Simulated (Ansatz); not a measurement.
Molecular dynamics, with input and output: CH₄OSi (part 3 of 3)

CH₄OSi (disordered cell, 35 atoms in the cell); DFT LDA, scalar-relativistic, plane waves, PAW, no spin polarisation (Ansatz 0.2.0); cutoff 420 eV, 1×1×1 k-mesh, Fermi–Dirac smearing of 0.05 eV. It belongs to a series of runs on one base structure; here: dynamics from the last frame of the run before.

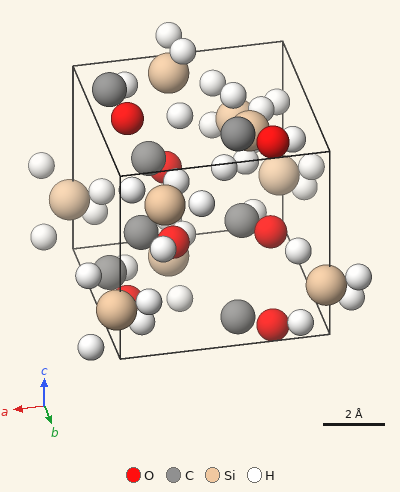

Figure 1. The geometry at step 240 of the log (spheres-only view of the cell of the calculation, seen at an oblique angle).

**Trajectory as extended XYZ, continued**
```
35
Lattice="8.2609 0.0000 0.0000 0.0000 8.2609 0.0000 0.0000 0.0000 8.2609" Properties=species:S:1:pos:R:3:forces:R:3 step=80 time_fs=40.0 energy=-7328.97673 temperature=438.5 pressure_GPa=2.99
O     1.1656    4.1075    2.8675   -1.5923   2.1027   0.7796
C     1.8827    3.3242    2.5473    1.8515  -1.6113  -0.7564
O     7.0799    3.2633    8.7851    0.1743  -0.3665  -0.6540
C     7.5466    2.2360    8.6061    0.2606   1.1422   0.2374
O     5.8915    4.1208    2.3443    1.5676   1.7972   2.8733
C     6.5500    4.6410    3.1465   -1.9087  -1.7529  -2.4746
O     5.4939    1.2262    4.4214   -0.8892  -0.2908   0.1409
C     6.3312    1.8970    4.7486    0.3592   0.6034   0.2950
O     2.1395    7.2112    7.9075    2.0335  -0.7051  -1.2466
C     3.0692    6.8724    7.3142   -2.2525   0.6457   1.4531
Si    1.5965    4.0925    7.4764   -1.2203  -0.2195   0.4081
H     1.9218    4.8078    8.6849    0.4368   0.6209   0.6129
H     0.9509    2.8735    8.1176    0.5375   0.1967  -0.5308
H     0.4925    4.8799    6.7901    0.3863  -0.2728  -0.0984
H     2.7841    3.7514    6.7104    0.5001  -0.0003  -0.4689
Si    8.0313    0.8176    2.6825    1.0344  -1.7682  -0.4155
H     8.5241    0.1776    1.4191    0.0221  -0.3490   0.2794
H     6.6913    1.2635    2.3850   -0.5829   0.4411  -0.1015
H     8.0518   -0.0949    3.8829    0.0297   0.0967  -0.6177
H     9.0869    1.7304    3.0708    0.2145   0.7804  -0.0388
Si    6.5850    6.9381    5.3381   -2.6117  -0.9517  -0.0441
H     5.1794    7.2323    5.9351    0.7152  -0.1532  -0.3438
H     6.8791    5.5455    5.6668    0.3525  -0.5041   0.3210
H     6.5029    6.9931    3.8645   -0.2165   0.0235  -0.0804
H     7.4514    7.8844    5.9250    1.1527   0.9942   0.6499
Si    5.0189    1.2497    0.0118   -0.6343  -0.4060  -0.8058
H     5.2666    1.8303    1.3061    0.0077   0.5205   0.6782
H     4.3812   -0.0164    0.3346   -0.4388  -0.6127   0.0518
H     4.0977    2.0936   -0.8498    0.3446  -0.1336   0.1109
H     6.2761    0.8317   -0.6795   -0.0630   0.1778  -0.1761
Si    1.5977    1.1470    5.6685   -0.2551   0.3126   0.2451
H     2.2339   -0.1692    5.4627   -0.0385  -0.2593  -0.4674
H     1.6984    1.4551    7.1124    0.2553  -0.1286   0.0332
H     2.1805    2.2057    4.8186    0.4948   0.1977  -0.0749
H     0.1607    1.2776    5.3286   -0.0271  -0.1679   0.2260
35
Lattice="7.0454 0.0000 0.0000 0.0000 7.0454 0.0000 0.0000 0.0000 7.0454" Properties=species:S:1:pos:R:3:forces:R:3 step=160 time_fs=80.0 energy=-7325.17736 temperature=742.8 pressure_GPa=8.57
O     1.0893    3.7309    2.2262    1.7586  -1.2557   0.5724
C     1.8591    2.8747    2.2466   -1.3007   1.6529  -0.1625
O     5.8035    2.9576    7.0123    0.7054   1.2617   0.3463
C     6.4075    2.0265    7.3545   -0.6164  -0.0210   0.0940
O     4.8320    3.5481    2.1680   -4.3693  -0.4649  -2.7617
C     5.7277    3.7440    2.7614    3.9040   0.8049   2.5498
O     4.3772    1.2052    3.6814   -0.2669  -0.2386  -0.2314
C     5.0961    1.8805    4.2339    0.1803   0.0214   0.3953
O     1.7561    6.0026    7.0655   -2.7911   0.8594   0.3995
C     2.7512    5.6974    6.6393    2.6178  -1.2306  -0.3864
Si    1.5267    3.4661    6.2046    1.4485  -0.3003  -0.7852
H     2.0628    3.9135    7.4287    0.4461   0.3670   0.5779
H     1.4671    2.1047    6.6968   -0.1015  -0.7658  -0.1663
H     0.2597    4.0073    5.7368   -0.3368   0.3180  -0.2614
H     2.6425    3.6136    5.1926   -0.2738   0.0348  -0.0758
Si    6.9830    0.3444    2.2252   -0.4036  -0.0177  -0.4984
H     8.1568    0.0275    1.3228   -0.5137   0.5114   0.6345
H     5.5407    0.1150    1.6779    0.4826   0.0901   0.0574
H     6.8957   -0.8120    3.2570    0.1281   0.2225  -0.4519
H     7.0871    1.6593    3.0348   -0.1745  -0.7939  -0.3376
Si    5.4724    5.7686    4.6776   -0.1315   0.9527   1.5539
H     4.2631    6.2187    5.5135    0.2555  -0.0340  -0.4381
H     5.7640    4.3733    5.1293   -0.0899   0.0500   0.0265
H     4.8394    5.7597    3.3565   -0.1368   0.2391  -0.4713
H     6.5541    6.8158    5.3198   -0.6872  -1.0939  -0.6111
Si    4.0757    1.1108   -0.0906    1.1666  -1.1183   0.0969
H     3.6925    1.7355    1.1813   -0.1578  -0.0310   0.3491
H     4.0042   -0.4539    0.2086   -0.5757   0.7162  -0.0778
H     4.0172    2.2669   -1.0324    0.0642   0.0626  -0.3011
H     5.6395    0.9130   -0.3686   -0.4959  -0.3797   0.1642
Si    1.5759    0.9088    4.7134    0.2075   1.2134  -0.2856
H     1.4128   -0.3474    3.8835    0.2743   0.0487   0.3427
H     2.5748    0.6978    5.9072   -0.0436  -0.1123  -0.2852
H     2.2771    2.0051    3.8554   -0.4096  -0.8955   0.6143
H     0.2938    1.6358    5.0896    0.2368  -0.6734  -0.1859
35
Lattice="7.1024 0.0000 0.0000 0.0000 7.1024 0.0000 0.0000 0.0000 7.1024" Properties=species:S:1:pos:R:3:forces:R:3 step=240 time_fs=120.0 energy=-7327.90334 temperature=621.8 pressure_GPa=4.21
O     1.3165    4.0501    2.3202   -1.5373   1.2004   0.0151
C     2.1205    3.2858    2.4084    1.2175  -1.4135   0.2095
O     5.9975    3.2692    6.8814    0.4983  -0.4334   0.6875
C     6.4243    2.4760    7.5876   -0.5948   1.0558  -0.7142
O     4.5694    3.8290    2.2248    2.5825   0.0949   0.7069
C     5.6273    3.7081    2.6745   -2.3318   0.4040  -1.0066
O     4.3040    1.4636    3.6698   -0.3102  -0.0073   0.1274
C     4.9865    1.9756    4.4171    0.1948  -0.0858  -0.2931
O     1.6633    5.9303    6.9858    2.8326   0.0232   0.8388
C     2.7731    5.5863    7.2436   -2.2674   0.2005  -0.4097
Si    1.9184    3.5507    6.0243   -1.2846  -0.7673   0.6938
H     2.4553    3.4656    7.4227   -0.0559  -0.1521  -0.5392
H     1.2115    2.1499    5.9102    0.5485   0.2876  -0.1253
H     0.6480    4.3812    6.0229    0.4185  -0.5592  -0.4453
H     2.8694    3.9505    4.9659    0.0973  -0.1589  -0.2169
Si    7.2335    0.0426    1.9541    0.3061  -0.2347  -0.7413
H     8.2716    0.7856    1.0916   -0.3019  -0.0498   0.5136
H     6.2409   -0.5671    0.9870    0.1837  -0.2589   0.0627
H     7.9273   -1.0906    2.6929   -0.5735   0.7049  -0.0770
H     6.3444    0.9549    2.6990    0.3321   0.1933   0.2786
Si    5.2532    5.6295    4.8473   -1.8277   0.4759  -0.8358
H     4.2399    6.6514    5.3809    0.0743  -0.4613  -0.0662
H     4.5732    4.3103    4.8715    0.1826  -0.1172   0.1287
H     5.4161    6.0838    3.4309    0.2084  -0.0083   0.0306
H     6.3965    5.7435    5.6500    1.4670   0.0409   0.9596
Si    4.0935    1.0223   -0.0647    0.2710   0.7698   0.4442
H     3.7836    1.7832    1.1980    0.2274  -0.3035  -0.0241
H     3.7364   -0.5364    0.4131   -0.1452   0.4220  -0.3640
H     3.9859    2.2350   -1.0030   -0.2650  -0.1130   0.0306
H     5.5457    0.8643   -0.4229   -0.1420  -0.2894   0.2964
Si    1.7366    0.7054    4.7552   -1.0438  -0.5055   0.4874
H     2.3018   -0.3924    3.9247    0.4263  -0.4655   0.2270
H     2.5070    0.6128    6.1869    0.0222   0.0525  -0.7620
H     1.6457    1.7451    3.7129    0.2374   0.4189  -0.1137
H     0.2805    0.3645    5.0038    0.3530   0.0403  -0.0044
35
Lattice="7.2782 0.0000 0.0000 0.0000 7.2782 0.0000 0.0000 0.0000 7.2782" Properties=species:S:1:pos:R:3:forces:R:3 step=320 time_fs=160.0 energy=-7329.24568 temperature=537.6 pressure_GPa=3.03
O     1.2235    4.2874    2.3679    1.3234  -1.3516   0.7404
C     2.0577    3.5509    2.6347   -1.5335   1.1855  -0.4784
O     6.2173    3.5664    6.9678    0.2660  -0.3481   0.2723
C     6.5925    2.9747    7.8596    0.0442   0.3575  -0.4596
O     4.6084    4.2113    2.0348    0.8977  -0.2313   0.9882
C     5.5122    3.8460    2.6411   -0.8223   0.5538  -1.3087
O     4.2860    1.6754    3.8239   -0.2421  -0.1498   0.0624
C     5.2609    2.0062    4.2887    0.0863  -0.1528  -0.0803
O     1.7298    6.1926    7.3568    0.5913  -0.8507  -0.2058
C     2.7588    5.7327    7.5810   -0.6329   0.3176  -0.0003
Si    2.1056    3.6224    5.9753   -0.2503  -0.9034   0.8906
H     2.2762    3.5349    7.4830    0.1851   0.1107  -0.3923
H     1.2483    2.3921    5.8344    0.2693   0.0017  -0.3744
H     1.2256    4.7479    5.7554   -0.7509   0.4359  -0.4417
H     3.3296    3.9083    5.1613   -0.0760  -0.4354   0.0731
Si    7.6659   -0.0664    1.8578   -1.7942   0.6305  -0.3350
H     7.9561    0.9417    0.7922    0.0038   0.2114   0.0755
H     6.8194   -1.1584    1.2027    0.2814   0.1960   0.2363
H     8.9193   -0.5800    2.4047   -0.0369  -0.0665   0.3246
H     6.6458    0.5965    2.8309    0.8947  -0.1982  -0.3175
Si    5.2392    5.6560    4.8871    0.9366   0.8838   0.7058
H     3.8478    6.0697    5.2120   -0.1162  -0.1169   0.2250
H     5.3624    4.1893    4.6486   -0.1682  -0.0713  -0.0748
H     5.5922    6.5859    3.7219    0.0539  -0.6607   0.3548
H     6.2048    5.8419    6.0759   -0.5142   0.2168  -0.5766
Si    4.2902    1.1393    0.0329    0.0593   0.4154  -0.3858
H     4.5733    1.8614    1.2788    0.2965   0.0106   0.3986
H     3.6118   -0.1666    0.4956    0.3609   0.5565  -0.1307
H     3.7306    2.2750   -0.8508    0.3172  -0.6981   0.5092
H     5.4909    0.6675   -0.7170    0.1190  -0.0181   0.1357
Si    1.6355    0.3577    4.8958   -0.0486   1.3652   0.1038
H     1.9136   -0.9256    4.2804    0.3177  -0.7008  -0.1354
H     2.6172    0.6104    6.0917   -0.5384  -0.1092  -1.0332
H     1.5757    1.3945    3.7687    0.4553  -0.3536   0.3974
H     0.2322    0.4143    5.3720   -0.2348  -0.0323   0.2372
35
Lattice="7.2165 0.0000 0.0000 0.0000 7.2165 0.0000 0.0000 0.0000 7.2165" Properties=species:S:1:pos:R:3:forces:R:3 step=400 time_fs=200.0 energy=-7329.49758 temperature=469.8 pressure_GPa=6.03
O     0.9834    4.2020    2.4978   -3.3289   3.7923  -0.2528
C     1.7323    3.4226    2.6206    3.6430  -3.6954   0.5085
O     6.2030    3.3860    6.6846   -0.8546   0.2674  -1.8682
C     6.7574    3.2765    7.6466    1.2523  -0.1199   1.5706
O     4.4814    4.3299    1.9190   -0.2725   0.0293   0.1921
C     5.4885    3.9227    2.2337    0.0710   0.0262   0.2695
O     4.2198    1.8939    3.8290   -0.7995  -0.2034  -0.0391
C     5.3429    1.8505    3.8447    0.3518   0.2802   0.4300
O     1.7724    5.8639    7.4182   -3.2063   0.6860  -0.3715
C     2.8445    5.6238    7.5228    3.4544  -0.6046   0.2635
Si    1.8453    3.4363    5.8763   -0.4289   1.0698  -0.1671
H     2.0473    3.3596    7.3438   -0.0221   0.3673   0.2488
H     1.0822    2.2111    5.8142   -0.1812  -0.8320  -0.5157
H     0.9519    4.5918    5.2933    0.4625  -0.8228   0.7453
H     3.1481    3.6942    5.2294    0.3022  -0.5268  -0.2471
Si    7.5190    0.0907    1.8691   -0.4984   1.0170  -1.6407
H     7.4234    1.1217    0.7060    0.3512  -0.4200   0.4511
H     6.8661   -1.1188    1.3083   -0.2518  -0.2568   0.0582
H     8.9182   -0.0594    2.1488    0.7326  -0.2112   0.1987
H     6.6787    0.7232    2.9062    0.2337  -0.0273   0.5643
Si    5.1777    5.5024    4.9519   -0.2736   0.0723  -0.0469
H     3.7480    5.7164    5.4784    0.7464  -0.3401  -0.2024
H     5.6202    4.1039    4.5652   -0.4253   0.3135  -0.0845
H     5.2412    6.4041    3.7649    0.1220   0.0550  -0.1505
H     6.2071    5.9285    5.9245   -0.0007   0.1346   0.2657
Si    4.5931    1.2770    0.3173   -0.9953   1.1262   0.7235
H     5.6002    1.4893    1.4419   -0.4934  -0.1504  -0.3799
H     3.4181    0.5225    0.8685    0.1439  -0.0421  -0.1160
H     4.0919    2.7172    0.0286    0.0659  -1.0723   0.0534
H     5.2139    0.6790   -0.8792    0.1961  -0.2113  -0.2104
Si    1.4689    0.2054    4.7692   -0.7809  -0.0352  -0.6979
H     1.1851   -1.0608    3.9539    0.4605   0.3636   0.3640
H     2.5483    0.1614    5.7449    0.6032  -0.0792   0.4937
H     1.9166    1.3401    3.9118   -0.3822  -0.2352  -0.2955
H     0.2059    0.3999    5.5604    0.0031   0.2852  -0.1148
```

**Key numbers**

| quantity | value |
| --- | --- |
| outcome | finished |
| mean temperature over the second half | 509 K |
| trajectory | 400 steps, 200 fs |
| ensemble | npt_langevin |
| temperature in the input | 300.0 K |
| time step | 0.5 fs |
| electrons treated | 90 |
| potential energy (free energy of the electrons) (last step) | −7329.4854 eV |
| Fermi energy (last step) | 1.540 eV |
| pressure (without the kinetic term) (last step) | 5.45 GPa |
| largest force (length of the vector) (last step) | 5.213 eV/Å |
| hardware | 1 thread of Intel Xeon (Granite Rapids), 16 GiB of memory available, shared host |
| wall time | 7.5 min |
| peak memory | 0.72 GiB |

The k-point mesh is coarse for a cell of this size, so the results may not be converged. So short a trajectory is not equilibrated. The logged temperature at the start can lie below the typed one, since it is counted over all degrees of freedom.
